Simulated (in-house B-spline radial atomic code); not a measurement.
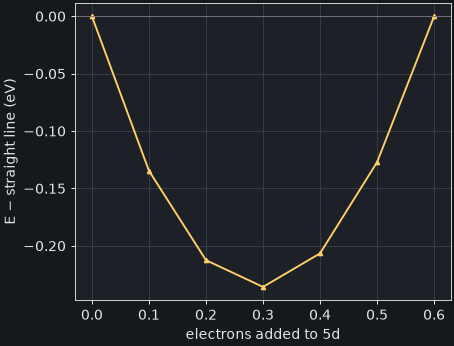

Theory: scalar-relativistic (spin-free one-electron X2C) RPBE, spin-polarised, spherical fractional occupations, Fermi nucleus, basis-set limit (computed with an in-house B-spline radial code). The occupation of the 5d shell is varied from La ([Xe] 5d1 6s2 (high spin)) to La with charge -0.6 ([Xe] 5d1.6 6s2 (5d: 1.6 up, 0 down)), with spherical fractional occupations. The plot shows the total energy less the straight line between the end points.

What does the shape say about the method?

The curve is convex (below the straight line), with the largest deviation among the points computed, −0.24 eV, at 0.3. Convexity is the mark of the delocalisation error, which puts fractional charges too low; for p, d and f shells the spherical spreading of the fraction adds to it. One end point is itself fractional, so the deviation from the line between whole numbers would be larger.
